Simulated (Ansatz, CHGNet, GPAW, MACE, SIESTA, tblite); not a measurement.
# Random start for liquid ZnBr2 at 780 K (102 atoms), the built cell with every atom moved at random

The starting structure: 102 atoms (34 Zn, 68 Br) packed at random in a cube at 3.37 g/cm³ and pushed apart as soft spheres, cations and anions kept from their own kind; a start for melting by ab initio MD, not an equilibrated structure. The density is the measured one of the melt at 780 K (3.365 g/cm³). Then every atom was moved at random, 0.02 Å r.m.s. a Cartesian component.

This is the built cell with every atom moved at random. Method: Kohn-Sham DFT, PBE, PAW, plane waves (Ansatz 0.2.0); cutoff 420 eV, Γ point, fermi-dirac smearing of 0.05 eV; density 3.37 g/cm³.

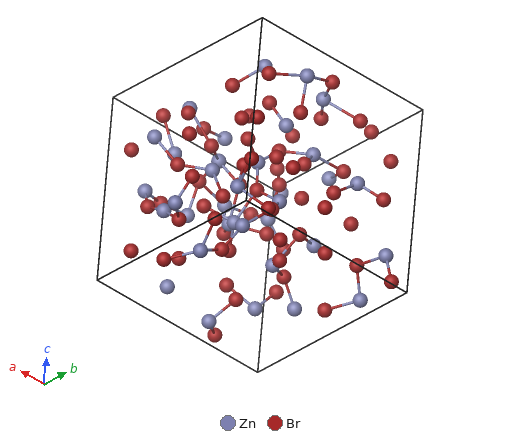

The structure (zinc blue, bromine red). Bonds to atoms that aren't drawn are left out. Some periodic images of atoms are drawn too.

Cell vectors (Å):

```
15.575 0.000 0.000
0.000 15.575 0.000
0.000 0.000 15.575
```

Positions in Å, forces in eV/Å, q the Löwdin charge in e:

```csv
atom,x,y,z,q,fx,fy,fz
Zn1,13.699,12.269,3.578,1.04,-0.742,1.335,1.572
Zn2,2.471,2.026,3.294,1.06,0.899,-0.327,1.100
Zn3,5.146,0.877,11.253,1.08,-0.457,-0.289,0.875
Zn4,10.120,14.585,13.798,0.97,0.244,-1.211,-0.784
Zn5,15.532,7.767,3.229,1.12,-0.214,-0.061,0.619
Zn6,7.951,0.219,9.260,0.76,0.383,-0.037,-0.384
Zn7,8.233,10.527,12.290,1.08,0.793,0.175,-0.478
Zn8,6.322,2.916,8.196,1.04,-0.380,1.827,-0.522
Zn9,12.886,5.312,13.673,1.12,-0.357,-0.822,-0.417
Zn10,2.322,7.704,6.263,1.00,0.157,0.958,0.651
Zn11,3.593,13.390,8.433,1.09,0.071,-0.373,-2.232
Zn12,1.223,14.369,3.063,1.17,-1.233,-0.627,0.224
Zn13,9.321,0.329,2.452,1.04,0.290,0.090,1.262
Zn14,11.388,6.596,8.603,1.09,0.188,-0.054,-1.079
Zn15,2.981,3.201,10.154,1.11,-0.388,0.942,0.222
Zn16,1.318,4.986,2.565,0.65,-0.467,-0.562,-0.560
Zn17,4.944,9.861,11.753,1.14,-0.821,-0.457,-0.453
Zn18,0.076,10.628,1.477,1.16,1.340,0.583,-0.885
Zn19,6.727,2.149,0.012,1.14,-0.965,0.130,1.399
Zn20,12.669,0.953,8.634,1.17,1.083,-1.419,0.094
Zn21,8.115,5.617,6.219,1.16,0.780,-0.726,0.530
Zn22,11.349,11.325,15.408,0.99,-0.297,0.231,-0.371
Zn23,1.194,7.379,12.689,0.85,0.664,0.832,-0.558
Zn24,7.416,9.542,6.653,1.15,-0.039,0.704,-0.123
Zn25,12.691,7.612,0.654,1.08,-0.004,0.045,-0.521
Zn26,13.403,4.065,5.241,1.18,-0.192,-0.556,-0.324
Zn27,6.278,12.017,14.861,1.16,-1.047,0.885,0.954
Zn28,14.796,4.006,10.840,0.87,-0.100,-0.693,-0.841
Zn29,8.263,3.512,12.294,1.06,0.602,0.801,-0.133
Zn30,11.318,2.232,11.935,0.55,0.419,-0.172,0.524
Zn31,0.459,1.387,14.430,0.98,0.767,0.605,0.736
Zn32,5.343,6.963,3.396,1.09,-0.343,0.928,-0.301
Zn33,8.141,7.649,10.446,1.18,0.255,0.437,1.210
Zn34,10.584,9.476,3.030,1.05,-1.003,0.645,0.649
Br35,13.438,5.847,3.700,-0.47,0.401,-0.276,0.229
Br36,14.297,14.486,8.208,-0.33,-0.900,1.029,0.309
Br37,7.603,14.811,3.746,-0.32,0.809,0.581,-0.802
Br38,4.772,10.172,14.785,-0.37,0.773,0.082,-1.017
Br39,10.902,3.198,2.815,-0.49,-0.395,-0.889,0.028
Br40,1.077,2.544,5.186,-0.48,-0.049,0.170,-0.489
Br41,14.108,6.647,12.084,-0.41,0.595,-0.220,-0.257
Br42,8.763,10.382,4.941,-0.41,0.206,0.136,-0.429
Br43,1.635,11.764,3.152,-0.44,-0.632,0.361,0.024
Br44,4.498,1.090,4.687,-0.45,-0.974,0.352,-0.983
Br45,7.922,6.031,15.227,-0.43,0.031,-0.251,-0.354
Br46,2.271,14.828,7.094,-0.41,0.030,-0.052,0.717
Br47,1.953,11.117,6.806,-0.41,0.388,-0.088,0.535
Br48,0.645,13.333,11.833,-0.26,0.046,-0.043,-0.064
Br49,9.044,11.920,1.531,-0.42,1.330,-1.009,-0.390
Br50,2.709,0.958,11.666,-0.40,1.038,0.394,-0.396
Br51,10.507,7.357,1.968,-0.36,0.373,-0.052,-0.599
Br52,10.352,8.962,10.767,-0.44,-1.051,-0.733,-0.300
Br53,3.852,5.132,11.795,-0.46,-0.872,-1.100,-0.854
Br54,0.853,2.647,8.886,-0.44,0.346,0.867,0.856
Br55,12.129,13.989,1.753,-0.50,0.198,-0.886,-0.003
Br56,12.728,2.293,14.449,-0.48,0.016,0.707,-0.701
Br57,4.170,4.608,7.685,-0.52,0.756,-1.028,0.763
Br58,4.532,0.321,0.754,-0.39,0.884,0.775,-0.352
Br59,9.046,9.443,14.284,-0.43,-0.363,0.759,-0.479
Br60,13.230,2.053,6.545,-0.42,0.192,0.516,-0.742
Br61,13.308,5.022,8.804,-0.50,-0.097,0.162,0.212
Br62,6.913,3.888,5.191,-0.40,-0.099,0.505,0.302
Br63,9.315,13.267,11.651,-0.49,-0.269,-0.498,0.430
Br64,11.201,7.781,5.976,-0.55,-0.131,-0.513,1.041
Br65,9.830,11.665,8.293,-0.33,-0.107,-0.116,-0.070
Br66,12.858,11.750,6.071,-0.31,0.250,-0.025,-1.616
Br67,1.115,8.073,1.218,-0.43,-0.173,0.061,0.435
Br68,5.242,12.460,2.078,-0.38,0.424,0.001,-0.654
Br69,10.919,14.862,5.457,-0.33,-0.080,0.011,-0.240
Br70,0.939,14.888,0.760,-0.45,0.136,0.230,-0.332
Br71,15.251,8.323,9.008,-0.40,0.100,-0.050,-0.050
Br72,7.477,14.271,14.728,-0.46,0.574,-0.329,-0.010
Br73,10.458,0.169,9.058,-0.49,0.011,0.093,0.156
Br74,5.097,1.003,8.826,-0.41,-0.450,-0.593,-0.214
Br75,15.046,8.803,5.271,-0.39,0.873,-0.522,-0.255
Br76,2.500,3.152,14.721,-0.41,-1.510,-0.683,0.014
Br77,12.755,9.609,13.824,-0.43,-0.503,-0.010,1.608
Br78,14.617,14.619,4.468,-0.37,1.084,-0.644,-0.825
Br79,3.996,13.573,13.478,-0.47,0.614,0.003,-0.233
Br80,4.538,8.660,5.674,-0.47,0.352,-0.386,-0.308
Br81,8.081,7.744,8.073,-0.45,-0.155,-0.748,-1.027
Br82,9.062,2.494,15.103,-0.44,-0.622,-0.383,-0.314
Br83,5.688,13.351,6.609,-0.48,-0.487,-0.238,1.230
Br84,12.749,13.490,13.152,-0.37,-1.398,0.314,0.868
Br85,5.767,3.754,1.656,-0.49,0.226,-0.410,-0.485
Br86,3.049,5.567,4.161,-0.47,0.896,0.779,0.293
Br87,9.999,4.369,7.227,-0.52,-0.223,0.766,0.235
Br88,4.142,6.470,15.240,-0.42,-0.398,0.009,-0.077
Br89,7.234,4.784,10.244,-0.50,0.172,-0.705,0.225
Br90,14.227,5.511,0.047,-0.41,-0.694,0.833,0.614
Br91,13.107,11.371,10.096,-0.15,0.017,-0.025,-0.070
Br92,14.235,0.925,11.370,-0.44,-0.273,1.107,-0.181
Br93,6.391,8.920,2.421,-0.41,-0.447,-1.258,0.461
Br94,6.424,7.844,12.197,-0.39,0.379,0.137,-0.106
Br95,14.377,2.018,2.222,-0.44,0.329,0.482,-0.084
Br96,13.385,9.730,2.097,-0.51,-0.245,0.113,0.012
Br97,4.070,7.979,9.299,-0.49,-0.175,0.111,-0.086
Br98,2.023,9.876,11.784,-0.33,0.511,-0.831,0.461
Br99,1.037,11.373,15.004,-0.45,-0.718,-0.330,0.596
Br100,10.588,5.314,11.641,-0.54,0.185,-0.525,0.606
Br101,7.891,1.104,11.806,-0.45,-0.948,0.167,0.082
Br102,6.458,10.755,9.796,-0.46,0.009,0.078,1.455
```

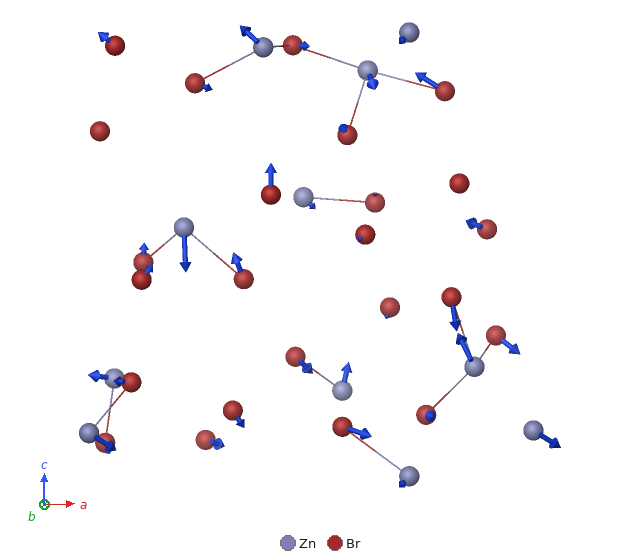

The forces as arrows, the longest 2.26 eV/Å. Drawn is a slice 6 Å thick, seen along the normal of the ac plane. Bonds to atoms that aren't drawn are left out.

Only the Γ point is sampled, in a cell whose shortest periodic width is 16 Å, which is coarse for a cell with partly filled levels. The Löwdin charges lack the electrons that the projection spills, 0.062 e an atom on average.

The r.m.s. force component is 0.636 eV/Å; the longest force, 2.26 eV/Å, acts on Zn11.

[Logs are printed without paths, hosts, clocks, repeated set-up lines and the standing remarks that a program may print on its own settings, such as how far it seeks lower states.]

[Hosts, paths, dates, database ids (printed as entryN), source tags and the programs' standing remarks are cut or masked in the printed files.]
